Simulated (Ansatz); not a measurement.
# CHOSi (quartet): PBE, BLYP, r2SCAN, B97M-V, PBE0, B3LYP over vertical spin and charge gaps, def2-QZVPP

Aim: run CHOSi (quartet) with these functionals over vertical spin and charge gaps, and hold them against the top wave-function level at the same points.

Method: def2-QZVPP, all electrons in the functionals; program: Ansatz 0.2.0, Gaussian basis.

Plan: PBE, BLYP, r2SCAN, B97M-V, PBE0, B3LYP, at charge 0, quartet; charge 0, doublet; charge 0, sextet; charge 1, triplet; charge 1, quintet.

### Step 1. The system

The geometry is a PBE0/def2-TZVP stationary point (not a proven minimum).

4 atoms, charge 0, spin multiplicity 4.

Atoms are counted from 1 here; the program's logs count them from 0.

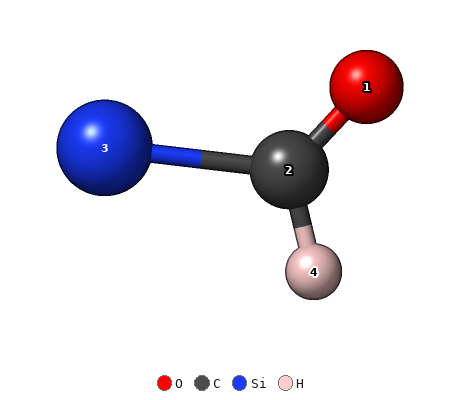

The geometry (oxygen red, carbon dark grey, silicon blue, hydrogen pink); atoms are numbered from 1 in the order of the file.

Geometry (Å):

```
O     0.0000   -0.3136    1.5981
C     0.0000    0.4367    0.6681
Si    0.0000   -0.0634   -1.2237
H     0.0000    1.5394    0.7694
```

No dispersion term is added; B97M-V holds VV10 nonlocal correlation. B3LYP takes the VWN-RPA correlation.

The geometry shown and the zero of energy belong to the point charge 0, quartet. The yardstick, UCCSD(T), and other wave-function levels (R restricted, U unrestricted, valence and pair active spaces) come from earlier runs.

### Step 2. PBE, charge 0, quartet

Input file in.yaml:

```yaml
crystal:
  periodic: [false, false, false]
  atoms:
    - {symbol: O, position_ang: [0.000000, -0.313583, 1.598105]}
    - {symbol: C, position_ang: [0.000000, 0.436706, 0.668068]}
    - {symbol: Si, position_ang: [0.000000, -0.063363, -1.223700]}
    - {symbol: H, position_ang: [0.000000, 1.539364, 0.769440]}
basis:
  gaussian: {orbitals: "def2-QZVPP.json"}
magnetization: {spin_polarized: true, initial_magnetization: 3}
hamiltonian: {xc: {name: PBE}}
output: {orbitals: {seedname: orbitals}}
```

Run with:

```bash
$ ansatz run in.yaml --threads 1 --pin off --events-out ev --progress --plain --max-ram 2393MiB
```

The log of the run (excerpt; [...] marks lines left out):

```text
Functional definition: PBE
  name "PBE"
  cite "Perdew, Burke & Ernzerhof, Phys. Rev. Lett. 77, 3865 (1996) doi:10.1103/PhysRevLett.77.3865"
  parent pbe
[...]
764 factors; their error is unknown
[...]
mean field -10968.45138110 eV, -403.0831535722 hartree, gradient 2.2e-5 eV, S^2 3.753256; 3 other end points of the search recorded, 0 dependent functions left out
reference -10968.45142197 eV, -403.0831550739 hartree; 16, 13 occupied and 198, 201 virtual orbitals, 764 factors
Total energy: -10968.45142197 eV, -403.0831550739 hartree
```

It took 13 s on 1 thread of Arm Neoverse V1, shared host; peak memory 0.39 GiB.

From the report: ⟨S²⟩ of the determinant 3.753 (pure quartet: 3.75).

### Step 3. PBE, charge 0, doublet

Changes to in.yaml since step 2:

```diff
@@ -9,3 +9,3 @@
   gaussian: {orbitals: "def2-QZVPP.json"}
-magnetization: {spin_polarized: true, initial_magnetization: 3}
+magnetization: {spin_polarized: true, initial_magnetization: 1}
 hamiltonian: {xc: {name: PBE}}
```

Launched as before.

The log of the run (excerpt; [...] marks lines left out):

```text
Functional definition: PBE
  name "PBE"
  cite "Perdew, Burke & Ernzerhof, Phys. Rev. Lett. 77, 3865 (1996) doi:10.1103/PhysRevLett.77.3865"
  parent pbe
[...]
764 factors; their error is unknown
[...]
mean field -10969.12990095 eV, -403.1080887164 hartree, gradient 5.9e-6 eV, S^2 0.756007; 14 other end points of the search recorded, 0 dependent functions left out
reference -10969.12993999 eV, -403.1080901514 hartree; 15, 14 occupied and 199, 200 virtual orbitals, 764 factors
Total energy: -10969.12993999 eV, -403.1080901514 hartree
```

Run time: 51 s. Hardware: 1 thread of Arm Neoverse V1, shared host; peak memory 0.52 GiB.

From the report: ⟨S²⟩ of the determinant 0.756 (pure doublet: 0.75).

From charge 0, quartet: -15.6 kcal/mol.

### Step 4. PBE, charge 0, sextet

Changes to in.yaml since step 3:

```diff
@@ -9,3 +9,3 @@
   gaussian: {orbitals: "def2-QZVPP.json"}
-magnetization: {spin_polarized: true, initial_magnetization: 1}
+magnetization: {spin_polarized: true, initial_magnetization: 5}
 hamiltonian: {xc: {name: PBE}}
```

Same command.

The log of the run (excerpt; [...] marks lines left out):

```text
Functional definition: PBE
  name "PBE"
  cite "Perdew, Burke & Ernzerhof, Phys. Rev. Lett. 77, 3865 (1996) doi:10.1103/PhysRevLett.77.3865"
  parent pbe
[...]
764 factors; their error is unknown
[...]
mean field -10963.30113094 eV, -402.8938853697 hartree, gradient 2.2e-5 eV, S^2 8.754097; 3 other end points of the search recorded, 0 dependent functions left out
reference -10963.30117173 eV, -402.8938868686 hartree; 17, 12 occupied and 197, 202 virtual orbitals, 764 factors
Total energy: -10963.30117173 eV, -402.8938868686 hartree
```

Wall time 13 s (1 thread of Arm Neoverse V1, shared host); peak memory 0.39 GiB.

From the report: ⟨S²⟩ of the determinant 8.754 (pure sextet: 8.75).

From charge 0, quartet: +118.8 kcal/mol.

### Step 5. PBE, charge 1, triplet

Changes to in.yaml since step 4:

```diff
@@ -9,3 +9,4 @@
   gaussian: {orbitals: "def2-QZVPP.json"}
-magnetization: {spin_polarized: true, initial_magnetization: 5}
+total_charge: 1
+magnetization: {spin_polarized: true, initial_magnetization: 2}
 hamiltonian: {xc: {name: PBE}}
```

Same command.

The log of the run (excerpt; [...] marks lines left out):

```text
Functional definition: PBE
  name "PBE"
  cite "Perdew, Burke & Ernzerhof, Phys. Rev. Lett. 77, 3865 (1996) doi:10.1103/PhysRevLett.77.3865"
  parent pbe
[...]
764 factors; their error is unknown
[...]
mean field -10960.70950226 eV, -402.7986447725 hartree, gradient 2.0e-5 eV, S^2 2.005042; 5 other end points of the search recorded, 0 dependent functions left out
reference -10960.70954328 eV, -402.7986462796 hartree; 15, 13 occupied and 199, 201 virtual orbitals, 764 factors
Total energy: -10960.70954328 eV, -402.7986462796 hartree
```

It took 15 s on 1 thread of Arm Neoverse V1, shared host; peak memory 0.4 GiB.

From the report: ⟨S²⟩ of the determinant 2.005 (pure triplet: 2.00).

From charge 0, quartet: +178.5 kcal/mol.

### Step 6. PBE, charge 1, quintet

Changes to in.yaml since step 5:

```diff
@@ -10,3 +10,3 @@
 total_charge: 1
-magnetization: {spin_polarized: true, initial_magnetization: 2}
+magnetization: {spin_polarized: true, initial_magnetization: 4}
 hamiltonian: {xc: {name: PBE}}
```

The command is unchanged.

The log of the run (excerpt; [...] marks lines left out):

```text
Functional definition: PBE
  name "PBE"
  cite "Perdew, Burke & Ernzerhof, Phys. Rev. Lett. 77, 3865 (1996) doi:10.1103/PhysRevLett.77.3865"
  parent pbe
[...]
764 factors; their error is unknown
[...]
mean field -10957.18112460 eV, -402.6689792851 hartree, gradient 4.1e-5 eV, S^2 6.004019; 0 other end points of the search recorded, 0 dependent functions left out
reference -10957.18116999 eV, -402.6689809529 hartree; 16, 12 occupied and 198, 202 virtual orbitals, 764 factors
Total energy: -10957.18116999 eV, -402.6689809529 hartree
```

It took 6 s on 1 thread of Arm Neoverse V1, shared host.

From the report: ⟨S²⟩ of the determinant 6.004 (pure quintet: 6.00).

From charge 0, quartet: +259.9 kcal/mol.

### Step 7. BLYP, charge 0, quartet

Changes to in.yaml since step 6:

```diff
@@ -9,5 +9,3 @@
   gaussian: {orbitals: "def2-QZVPP.json"}
-total_charge: 1
-magnetization: {spin_polarized: true, initial_magnetization: 4}
-hamiltonian: {xc: {name: PBE}}
-output: {orbitals: {seedname: orbitals}}
+magnetization: {spin_polarized: true, initial_magnetization: 3}
+hamiltonian: {xc: {name: BLYP}}
```

Same command.

The log of the run (excerpt; [...] marks lines left out):

```text
Functional definition: BLYP
  name "BLYP"
  cite "Becke, Phys. Rev. A 38, 3098 (1988) doi:10.1103/PhysRevA.38.3098"
  cite "Lee, Yang & Parr, Phys. Rev. B 37, 785 (1988) doi:10.1103/PhysRevB.37.785"
[...]
764 factors; their error is unknown
[...]
mean field -10975.41080370 eV, -403.3389076352 hartree, gradient 2.4e-5 eV, S^2 3.753281; 3 other end points of the search recorded, 0 dependent functions left out
reference -10975.41108291 eV, -403.3389178962 hartree; 16, 13 occupied and 198, 201 virtual orbitals, 764 factors
Total energy: -10975.41108291 eV, -403.3389178962 hartree
```

Run time: 13 s. Hardware: 1 thread of Arm Neoverse V1, shared host; peak memory 0.39 GiB.

From the report: ⟨S²⟩ of the determinant 3.753 (pure quartet: 3.75).

### Step 8. BLYP, charge 0, doublet

Changes to in.yaml since step 7:

```diff
@@ -9,3 +9,3 @@
   gaussian: {orbitals: "def2-QZVPP.json"}
-magnetization: {spin_polarized: true, initial_magnetization: 3}
+magnetization: {spin_polarized: true, initial_magnetization: 1}
 hamiltonian: {xc: {name: BLYP}}
```

Launched as before.

The log of the run (excerpt; [...] marks lines left out):

```text
Functional definition: BLYP
  name "BLYP"
  cite "Becke, Phys. Rev. A 38, 3098 (1988) doi:10.1103/PhysRevA.38.3098"
  cite "Lee, Yang & Parr, Phys. Rev. B 37, 785 (1988) doi:10.1103/PhysRevB.37.785"
[...]
764 factors; their error is unknown
[...]
mean field -10976.25612490 eV, -403.3699726166 hartree, gradient 1.4e-5 eV, S^2 0.754207; 12 other end points of the search recorded, 0 dependent functions left out
reference -10976.25641646 eV, -403.3699833313 hartree; 15, 14 occupied and 199, 200 virtual orbitals, 764 factors
Total energy: -10976.25641646 eV, -403.3699833313 hartree
```

Run time: 47 s. Hardware: 1 thread of Arm Neoverse V1, shared host; peak memory 0.52 GiB.

From the report: ⟨S²⟩ of the determinant 0.754 (pure doublet: 0.75).

From charge 0, quartet: -19.5 kcal/mol.

### Step 9. BLYP, charge 0, sextet

Changes to in.yaml since step 8:

```diff
@@ -9,3 +9,3 @@
   gaussian: {orbitals: "def2-QZVPP.json"}
-magnetization: {spin_polarized: true, initial_magnetization: 1}
+magnetization: {spin_polarized: true, initial_magnetization: 5}
 hamiltonian: {xc: {name: BLYP}}
```

Same command.

The log of the run (excerpt; [...] marks lines left out):

```text
Functional definition: BLYP
  name "BLYP"
  cite "Becke, Phys. Rev. A 38, 3098 (1988) doi:10.1103/PhysRevA.38.3098"
  cite "Lee, Yang & Parr, Phys. Rev. B 37, 785 (1988) doi:10.1103/PhysRevB.37.785"
[...]
764 factors; their error is unknown
[...]
mean field -10970.00659787 eV, -403.1403067343 hartree, gradient 2.0e-5 eV, S^2 8.754507; 3 other end points of the search recorded, 0 dependent functions left out
reference -10970.00687673 eV, -403.1403169823 hartree; 17, 12 occupied and 197, 202 virtual orbitals, 764 factors
Total energy: -10970.00687673 eV, -403.1403169823 hartree
```

It took 13 s on 1 thread of Arm Neoverse V1, shared host; peak memory 0.39 GiB.

From the report: ⟨S²⟩ of the determinant 8.755 (pure sextet: 8.75).

From charge 0, quartet: +124.6 kcal/mol.

### Step 10. BLYP, charge 1, triplet

Changes to in.yaml since step 9:

```diff
@@ -9,3 +9,4 @@
   gaussian: {orbitals: "def2-QZVPP.json"}
-magnetization: {spin_polarized: true, initial_magnetization: 5}
+total_charge: 1
+magnetization: {spin_polarized: true, initial_magnetization: 2}
 hamiltonian: {xc: {name: BLYP}}
```

Launched as before.

The log of the run (excerpt; [...] marks lines left out):

```text
Functional definition: BLYP
  name "BLYP"
  cite "Becke, Phys. Rev. A 38, 3098 (1988) doi:10.1103/PhysRevA.38.3098"
  cite "Lee, Yang & Parr, Phys. Rev. B 37, 785 (1988) doi:10.1103/PhysRevB.37.785"
[...]
764 factors; their error is unknown
[...]
mean field -10967.93869144 eV, -403.0643125745 hartree, gradient 2.0e-5 eV, S^2 2.004741; 4 other end points of the search recorded, 0 dependent functions left out
reference -10967.93896933 eV, -403.0643227867 hartree; 15, 13 occupied and 199, 201 virtual orbitals, 764 factors
Total energy: -10967.93896933 eV, -403.0643227867 hartree
```

It took 16 s on 1 thread of Arm Neoverse V1, shared host; peak memory 0.4 GiB.

From the report: ⟨S²⟩ of the determinant 2.005 (pure triplet: 2.00).

From charge 0, quartet: +172.3 kcal/mol.

### Step 11. BLYP, charge 1, quintet

Changes to in.yaml since step 10:

```diff
@@ -10,3 +10,3 @@
 total_charge: 1
-magnetization: {spin_polarized: true, initial_magnetization: 2}
+magnetization: {spin_polarized: true, initial_magnetization: 4}
 hamiltonian: {xc: {name: BLYP}}
```

Same command.

The log of the run (excerpt; [...] marks lines left out):

```text
Functional definition: BLYP
  name "BLYP"
  cite "Becke, Phys. Rev. A 38, 3098 (1988) doi:10.1103/PhysRevA.38.3098"
  cite "Lee, Yang & Parr, Phys. Rev. B 37, 785 (1988) doi:10.1103/PhysRevB.37.785"
[...]
764 factors; their error is unknown
[...]
mean field -10964.10084089 eV, -402.9232741683 hartree, gradient 4.3e-5 eV, S^2 6.003846; 3 other end points of the search recorded, 0 dependent functions left out
reference -10964.10112219 eV, -402.9232845059 hartree; 16, 12 occupied and 198, 202 virtual orbitals, 764 factors
Total energy: -10964.10112219 eV, -402.9232845059 hartree
```

Run time: 14 s. Hardware: 1 thread of Arm Neoverse V1, shared host; peak memory 0.39 GiB.

From the report: ⟨S²⟩ of the determinant 6.004 (pure quintet: 6.00).

From charge 0, quartet: +260.8 kcal/mol.

### Step 12. r2SCAN, charge 0, quartet

Changes to in.yaml since step 11:

```diff
@@ -9,4 +9,3 @@
   gaussian: {orbitals: "def2-QZVPP.json"}
-total_charge: 1
-magnetization: {spin_polarized: true, initial_magnetization: 4}
-hamiltonian: {xc: {name: BLYP}}
+magnetization: {spin_polarized: true, initial_magnetization: 3}
+hamiltonian: {xc: {name: r2SCAN}}
```

Launched as before.

The log of the run (excerpt; [...] marks lines left out):

```text
Functional definition: r2SCAN
  name "r2SCAN"
  cite "Furness, Kaplan, Ning, Perdew & Sun, J. Phys. Chem. Lett. 11, 8208 (2020) doi:10.1021/acs.jpclett.0c02405"
  cite "Furness, Kaplan, Ning, Perdew & Sun, J. Phys. Chem. Lett. 11, 9248 (2020) doi:10.1021/acs.jpclett.0c03077"
  parent r2scan
[...]
764 factors; their error is unknown
[...]
mean field -10973.35028549 eV, -403.2631849879 hartree, gradient 1.8e-5 eV, S^2 3.757311; 0 other end points of the search recorded, 0 dependent functions left out
reference -10973.35030182 eV, -403.2631855880 hartree; 16, 13 occupied and 198, 201 virtual orbitals, 764 factors
Total energy: -10973.35030182 eV, -403.2631855880 hartree
```

Run time: 15 s. Hardware: 1 thread of Arm Neoverse V1, shared host; peak memory 0.28 GiB.

From the report: ⟨S²⟩ of the determinant 3.757 (pure quartet: 3.75).

### Step 13. r2SCAN, charge 0, doublet

Changes to in.yaml since step 12:

```diff
@@ -9,3 +9,3 @@
   gaussian: {orbitals: "def2-QZVPP.json"}
-magnetization: {spin_polarized: true, initial_magnetization: 3}
+magnetization: {spin_polarized: true, initial_magnetization: 1}
 hamiltonian: {xc: {name: r2SCAN}}
```

The command is unchanged.

The log of the run (excerpt; [...] marks lines left out):

```text
Functional definition: r2SCAN
  name "r2SCAN"
  cite "Furness, Kaplan, Ning, Perdew & Sun, J. Phys. Chem. Lett. 11, 8208 (2020) doi:10.1021/acs.jpclett.0c02405"
  cite "Furness, Kaplan, Ning, Perdew & Sun, J. Phys. Chem. Lett. 11, 9248 (2020) doi:10.1021/acs.jpclett.0c03077"
  parent r2scan
[...]
764 factors; their error is unknown
[...]
mean field -10973.97626344 eV, -403.2861892532 hartree, gradient 1.1e-5 eV, S^2 0.830113; 13 other end points of the search recorded, 0 dependent functions left out
reference -10973.97627898 eV, -403.2861898243 hartree; 15, 14 occupied and 199, 200 virtual orbitals, 764 factors
Total energy: -10973.97627898 eV, -403.2861898243 hartree
```

Run time: 2.1 min. Hardware: 1 thread of Arm Neoverse V1, shared host; peak memory 0.59 GiB.

From the report: ⟨S²⟩ of the determinant 0.830 (pure doublet: 0.75).

From charge 0, quartet: -14.4 kcal/mol.

### Step 14. r2SCAN, charge 0, sextet

Changes to in.yaml since step 13:

```diff
@@ -9,3 +9,3 @@
   gaussian: {orbitals: "def2-QZVPP.json"}
-magnetization: {spin_polarized: true, initial_magnetization: 1}
+magnetization: {spin_polarized: true, initial_magnetization: 5}
 hamiltonian: {xc: {name: r2SCAN}}
```

Same command.

The log of the run (excerpt; [...] marks lines left out):

```text
Functional definition: r2SCAN
  name "r2SCAN"
  cite "Furness, Kaplan, Ning, Perdew & Sun, J. Phys. Chem. Lett. 11, 8208 (2020) doi:10.1021/acs.jpclett.0c02405"
  cite "Furness, Kaplan, Ning, Perdew & Sun, J. Phys. Chem. Lett. 11, 9248 (2020) doi:10.1021/acs.jpclett.0c03077"
  parent r2scan
[...]
764 factors; their error is unknown
[...]
mean field -10968.68179257 eV, -403.0916210375 hartree, gradient 5.1e-5 eV, S^2 8.760601; 0 other end points of the search recorded, 0 dependent functions left out
reference -10968.68180863 eV, -403.0916216277 hartree; 17, 12 occupied and 197, 202 virtual orbitals, 764 factors
Total energy: -10968.68180863 eV, -403.0916216277 hartree
```

Run time: 14 s. Hardware: 1 thread of Arm Neoverse V1, shared host; peak memory 0.28 GiB.

From the report: ⟨S²⟩ of the determinant 8.761 (pure sextet: 8.75).

From charge 0, quartet: +107.7 kcal/mol.

### Step 15. r2SCAN, charge 1, triplet

Changes to in.yaml since step 14:

```diff
@@ -9,3 +9,4 @@
   gaussian: {orbitals: "def2-QZVPP.json"}
-magnetization: {spin_polarized: true, initial_magnetization: 5}
+total_charge: 1
+magnetization: {spin_polarized: true, initial_magnetization: 2}
 hamiltonian: {xc: {name: r2SCAN}}
```

Same command.

The log of the run (excerpt; [...] marks lines left out):

```text
Functional definition: r2SCAN
  name "r2SCAN"
  cite "Furness, Kaplan, Ning, Perdew & Sun, J. Phys. Chem. Lett. 11, 8208 (2020) doi:10.1021/acs.jpclett.0c02405"
  cite "Furness, Kaplan, Ning, Perdew & Sun, J. Phys. Chem. Lett. 11, 9248 (2020) doi:10.1021/acs.jpclett.0c03077"
  parent r2scan
[...]
764 factors; their error is unknown
[...]
mean field -10965.51357155 eV, -402.9751910623 hartree, gradient 3.2e-5 eV, S^2 2.012337; 6 other end points of the search recorded, 0 dependent functions left out
reference -10965.51358694 eV, -402.9751916281 hartree; 15, 13 occupied and 199, 201 virtual orbitals, 764 factors
Total energy: -10965.51358694 eV, -402.9751916281 hartree
```

It took 35 s on 1 thread of Arm Neoverse V1, shared host; peak memory 0.45 GiB.

From the report: ⟨S²⟩ of the determinant 2.012 (pure triplet: 2.00).

From charge 0, quartet: +180.7 kcal/mol.

### Step 16. r2SCAN, charge 1, quintet

Changes to in.yaml since step 15:

```diff
@@ -10,3 +10,3 @@
 total_charge: 1
-magnetization: {spin_polarized: true, initial_magnetization: 2}
+magnetization: {spin_polarized: true, initial_magnetization: 4}
 hamiltonian: {xc: {name: r2SCAN}}
```

The command is unchanged.

The log of the run (excerpt; [...] marks lines left out):

```text
Functional definition: r2SCAN
  name "r2SCAN"
  cite "Furness, Kaplan, Ning, Perdew & Sun, J. Phys. Chem. Lett. 11, 8208 (2020) doi:10.1021/acs.jpclett.0c02405"
  cite "Furness, Kaplan, Ning, Perdew & Sun, J. Phys. Chem. Lett. 11, 9248 (2020) doi:10.1021/acs.jpclett.0c03077"
  parent r2scan
[...]
764 factors; their error is unknown
[...]
mean field -10962.44621819 eV, -402.8624679054 hartree, gradient 1.7e-5 eV, S^2 6.009800; 0 other end points of the search recorded, 0 dependent functions left out
reference -10962.44623524 eV, -402.8624685320 hartree; 16, 12 occupied and 198, 202 virtual orbitals, 764 factors
Total energy: -10962.44623524 eV, -402.8624685320 hartree
```

Wall time 14 s (1 thread of Arm Neoverse V1, shared host); peak memory 0.28 GiB.

From the report: ⟨S²⟩ of the determinant 6.010 (pure quintet: 6.00).

From charge 0, quartet: +251.5 kcal/mol.

### Step 17. B97M-V, charge 0, quartet

Changes to in.yaml since step 16:

```diff
@@ -9,4 +9,3 @@
   gaussian: {orbitals: "def2-QZVPP.json"}
-total_charge: 1
-magnetization: {spin_polarized: true, initial_magnetization: 4}
-hamiltonian: {xc: {name: r2SCAN}}
+magnetization: {spin_polarized: true, initial_magnetization: 3}
+hamiltonian: {xc: {name: B97M-V}}
```

Same command.

The log of the run (excerpt; [...] marks lines left out):

```text
Functional definition: B97M-V
  name "B97M-V"
  cite "Mardirossian & Head-Gordon, J. Chem. Phys. 142, 074111 (2015) doi:10.1063/1.4907719"
  cite "Becke, J. Chem. Phys. 107, 8554 (1997) doi:10.1063/1.475007"
  cite "Vydrov & Van Voorhis, J. Chem. Phys. 133, 244103 (2010) doi:10.1063/1.3521275"
  # Of w^i u^j: cxij and so on, Table III.
[...]
  gx(w, u) = cx00 + cx01*u + cx02*u^2 + (cx10 + cx11*u)*w
[...]
  gos(w, u) = cos00 + cos01*u + cos03*u^3 + cos10*w + cos32*w^3*u^2
[...]
      + integral(e_c_pw_mod_opposite_spin*gos(b97_w_opposite, b97_u_opposite)) + vv10(b, c)
764 factors; their error is unknown
[...]
mean field -10972.83672894 eV, -403.2443121327 hartree, gradient 3.2e-5 eV, S^2 3.756687; 0 other end points of the search recorded, 0 dependent functions left out
reference -10972.83678614 eV, -403.2443142347 hartree; 16, 13 occupied and 198, 201 virtual orbitals, 764 factors
Total energy: -10972.83678614 eV, -403.2443142347 hartree
```

Wall time 25 s (1 thread of Arm Neoverse V1, shared host); peak memory 0.34 GiB.

From the report: ⟨S²⟩ of the determinant 3.757 (pure quartet: 3.75).

### Step 18. B97M-V, charge 0, doublet

Changes to in.yaml since step 17:

```diff
@@ -9,3 +9,3 @@
   gaussian: {orbitals: "def2-QZVPP.json"}
-magnetization: {spin_polarized: true, initial_magnetization: 3}
+magnetization: {spin_polarized: true, initial_magnetization: 1}
 hamiltonian: {xc: {name: B97M-V}}
```

Same command.

The log of the run (excerpt; [...] marks lines left out):

```text
Functional definition: B97M-V
  name "B97M-V"
  cite "Mardirossian & Head-Gordon, J. Chem. Phys. 142, 074111 (2015) doi:10.1063/1.4907719"
  cite "Becke, J. Chem. Phys. 107, 8554 (1997) doi:10.1063/1.475007"
  cite "Vydrov & Van Voorhis, J. Chem. Phys. 133, 244103 (2010) doi:10.1063/1.3521275"
  # Of w^i u^j: cxij and so on, Table III.
[...]
  gx(w, u) = cx00 + cx01*u + cx02*u^2 + (cx10 + cx11*u)*w
[...]
  gos(w, u) = cos00 + cos01*u + cos03*u^3 + cos10*w + cos32*w^3*u^2
[...]
      + integral(e_c_pw_mod_opposite_spin*gos(b97_w_opposite, b97_u_opposite)) + vv10(b, c)
764 factors; their error is unknown
[...]
mean field -10973.73903846 eV, -403.2774713959 hartree, gradient 5.9e-6 eV, S^2 0.756736; 11 other end points of the search recorded, 0 dependent functions left out
reference -10973.73909272 eV, -403.2774733899 hartree; 15, 14 occupied and 199, 200 virtual orbitals, 764 factors
Total energy: -10973.73909272 eV, -403.2774733899 hartree
```

It took 2.5 min on 1 thread of Arm Neoverse V1, shared host; peak memory 0.67 GiB.

From the report: ⟨S²⟩ of the determinant 0.757 (pure doublet: 0.75).

From charge 0, quartet: -20.8 kcal/mol.

[end of part 1 of 2]
